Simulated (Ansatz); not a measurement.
Electronic density of states of amorphous In₉Ga₉Zn₉O₃₉W, density 5.97 g/cm³, on a 2×2×2 Γ-centred mesh with a Gaussian width of 0.1 eV; energies count from the Fermi level, whose place inside the gap is arbitrary. Cell and mesh are small, so fine structure isn't converged. Calculation: PBE, scalar-relativistic without spin-orbit coupling (plane waves to 420 eV, PAW; Ansatz, a program for electronic structure). Sampling: a 2×2×2 Γ-centred mesh; Fermi-Dirac width 0.02 eV; no spin polarisation. At PBE the levels at the filled edge of the gap are localised (band-tail or defect states).

Preparation: random packing, a CHGNet melt and quench, and a DFT relaxation. O atoms were pushed apart under 1.9 Å during the dynamics, to hinder bonds among them. The hot cell started wider than the set density and was brought back towards it in steps. It is the lowest in DFT energy of 2 quenches. It is a model cell: composition and starting density were chosen by hand, and all elements were melted together. No dispersion term was used. Its density started from a set value of 5.97 and ended at 5.97 g/cm³. Cooling (nominally 210 K/ps over its main leg) ran many orders faster than in experiment, which tends to leave more defects and strain. One small periodic cell is one sample of the glass; other quenches scatter about these values. The volume was held where the preparation left it and the shape relaxed, at a PBE pressure of 1.9 GPa. Stress components on the final sampling reach 1.9 GPa.

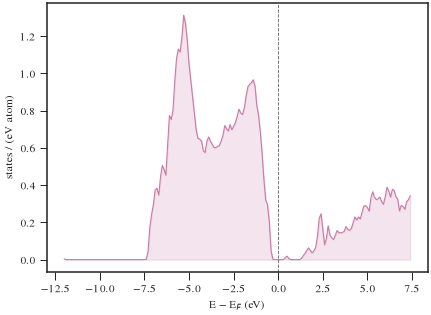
Fig. 1. Density of states per atom

The level gap on this mesh is 0.98 eV; the broadening fills part of it in the curve.
